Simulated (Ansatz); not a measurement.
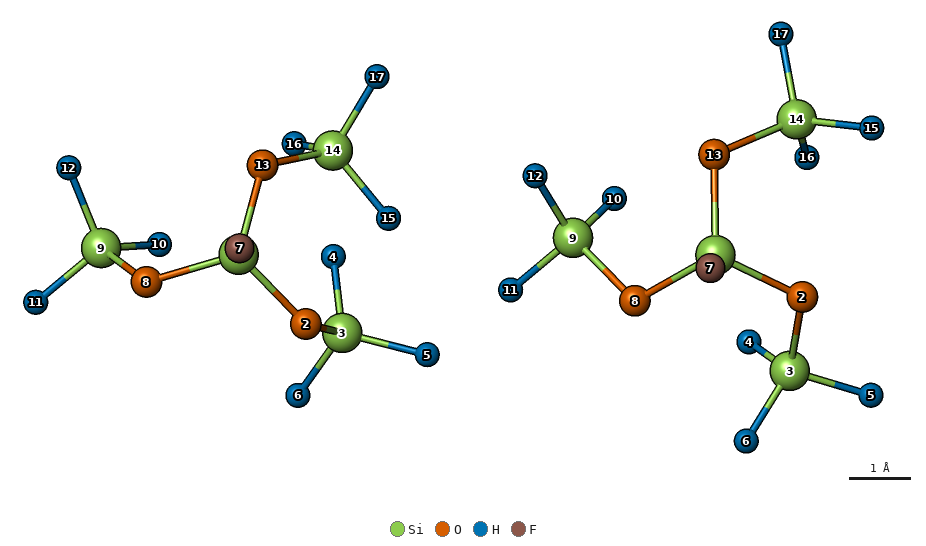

Two geometries of Si₄H₉O₃F, drawn at one scale. One is the start of a relaxation, the other its converged end. A ball-and-stick model, seen face on.

All numbers below come from RKS PBE-D4/STO-3G (Ansatz). Settings: no spin polarisation; force threshold 0.02 eV/Å; at most 40 steps.

> Which one is relaxed?

The right one is the relaxed one. The run prepares the start of a later molecular dynamics calculation, from a guessed geometry. The energy falls by 2.466 eV in 16 accepted moves (17 points after the start). The largest force component goes from 3.1 to 0.0026 eV/Å. The line search rejected the trial step at point 13 of the run. The forces were under the threshold at step 14, but the run went on from there. The atom that moves furthest after the best rigid fit is an H atom (1.87 Å). By element the largest moves are H 1.87 Å, O 0.83 Å, Si 0.68 Å, F 0.47 Å. Near-neighbour distances that change, for instance: H–Si 2.065 → 4.463 Å, H–Si 1.985 → 4.181 Å, Si–Si 3.046 → 4.224 Å, F–Si 1.590 → 1.638 Å. Bond angles that change, for instance: Si–O–Si 125.0° → 114.9°, O–Si–H 109.5° → 104.9°, O–Si–H 109.5° → 105.0°. Groups turn about O–Si by about 75°, O–Si by about 40°, O–Si by about 35°.

Limits of the set-up: STO-3G is a minimal basis, so the numbers are rough.
